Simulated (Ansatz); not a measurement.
## Electronic structure of BrFHNOSi (triplet) in real space

The calculation's input:

```
crystal:
  periodic: [false, false, false]
  atoms:
    - {symbol: Br, position_ang: [1.139532, -2.653652, 1.270717]}
    - {symbol: F, position_ang: [-0.093620, -0.045104, 0.054463]}
    - {symbol: N, position_ang: [-1.791786, -2.068216, -0.012004]}
    - {symbol: O, position_ang: [-2.415717, -3.096548, 0.016156]}
    - {symbol: Si, position_ang: [-0.554347, -1.293798, 0.953463]}
    - {symbol: H, position_ang: [-1.077742, -0.800224, 2.242625]}
basis:
  gaussian: {orbitals: def2-TZVPD}
magnetization: {spin_polarized: true, initial_magnetization: 2}
hamiltonian: {xc: {name: PBE0}}
output: {forces: true, orbitals: {seedname: orbitals}}
```

Run with:

```sh
ansatz run input.yaml --threads 1 --pin off --max-ram 2610MiB --events-out events.jsonl --progress --plain --runs-dir runs
```

Geometry: PBE0-D3(BJ)/def2-SVP.

These are results of Ansatz, isolated molecule in a Gaussian basis; Kohn-Sham density functional theory, functional PBE0, not measurements.

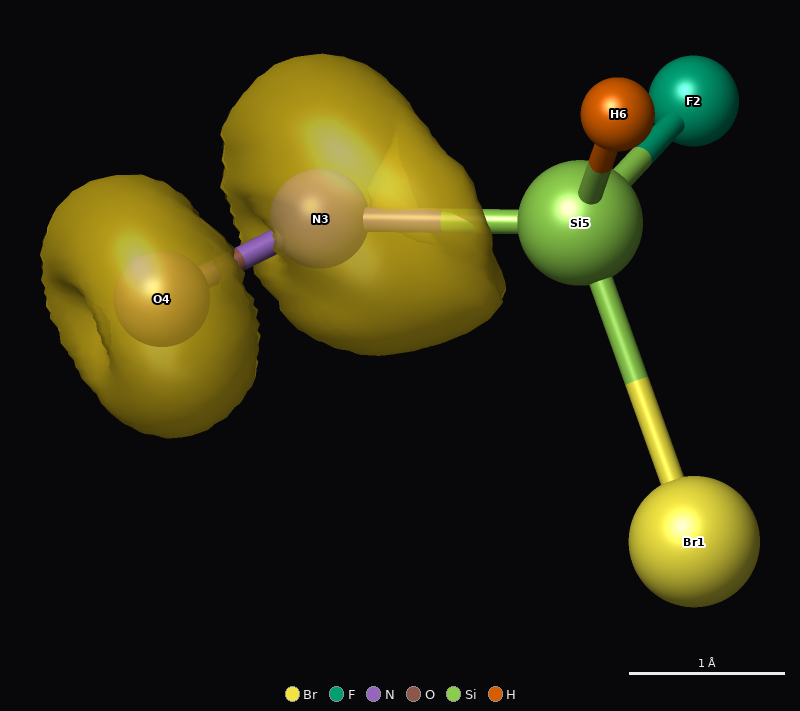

Figure 1. Isosurfaces of the spin density (α minus β) at +0.08 (yellow) and −0.08 e/Å³ (cyan), seen across its widest extent.

Describe the spin distribution.

Answer. The unpaired spin (2 electrons) lies mostly on N3 (about 0.9), O4 (about 0.9) and Si5 (about 0.2), in electrons by Hirshfeld's partition. Only one sign reaches the isovalue.

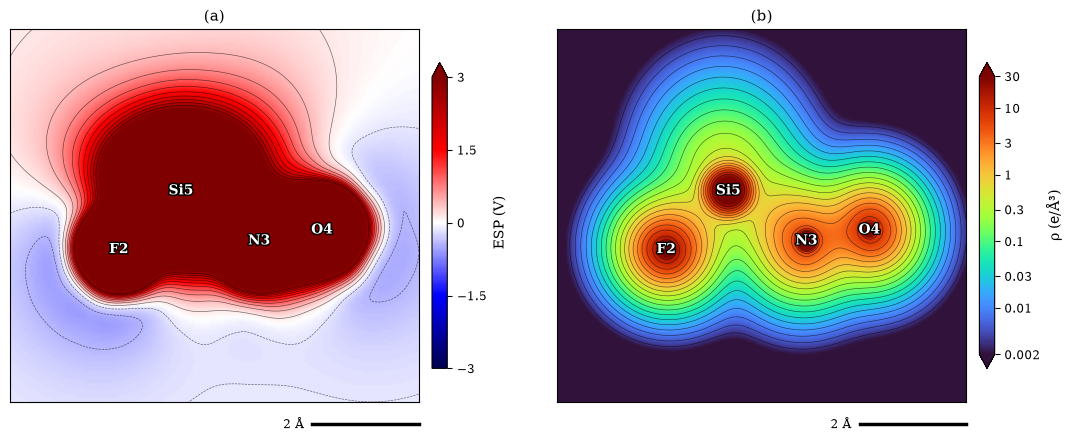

Figure 2. (a) molecular electrostatic potential; (b) total electron density on the plane of atoms F2, Si5 and N3.

Read the bonding off the picture.

Answer.
- The section cuts through F, N, O and Si sites.
- N–O (1.20 Å): the density is about 3.6 e/Å³ at the midpoint.
- Si–F (1.61 Å): the density is about 1.2 e/Å³ at the midpoint.
- Si–N (1.75 Å): the density is about 1 e/Å³ at the midpoint.
- Outside the dense part of the molecule the potential is most negative (−0.6 V) near F2.

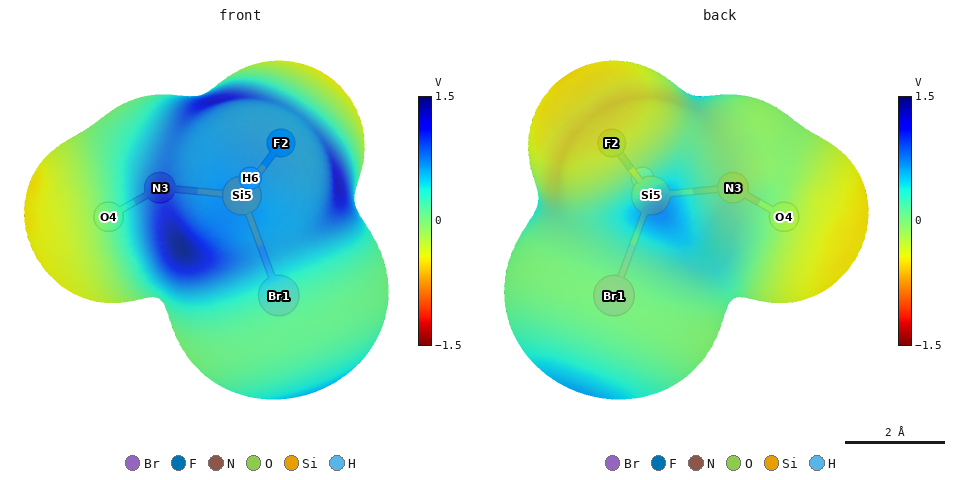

Figure 3. The molecular electrostatic potential painted on the density surface at 0.001 e/bohr³, seen from the front and from behind; the colour scale runs from red (negative) to blue (positive).

Describe the electrostatic potential map.

Answer. The most negative region (about −0.5 V) lies over F2, the most positive (about +1.3 V) over Si5. Br1 shows a σ-hole: about +0.6 V at the tip opposite its bond, against about 0.0 V on its flanks.

How polar is the molecule by this calculation?

Answer. Its dipole moment is 1.39 D.

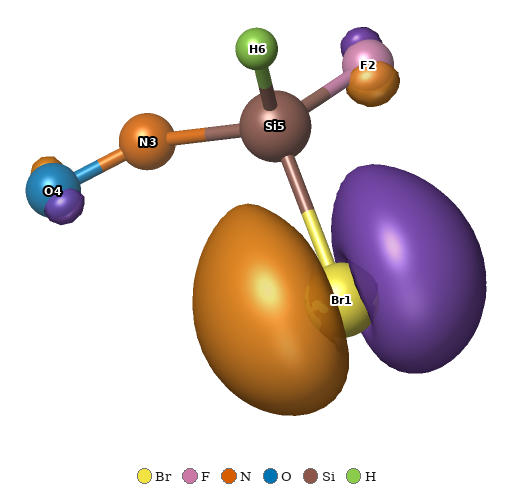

Figure 4. The HOMO−1 (β) at ±0.15 Å⁻³ᐟ² (orange and purple are the two phases), seen at a tilt.

Describe this orbital and give its energy.

Answer. By Hirshfeld shares it lies mainly on Br1 (about 90 %); largely a lone pair of Br1. Its energy is −9.42 eV.
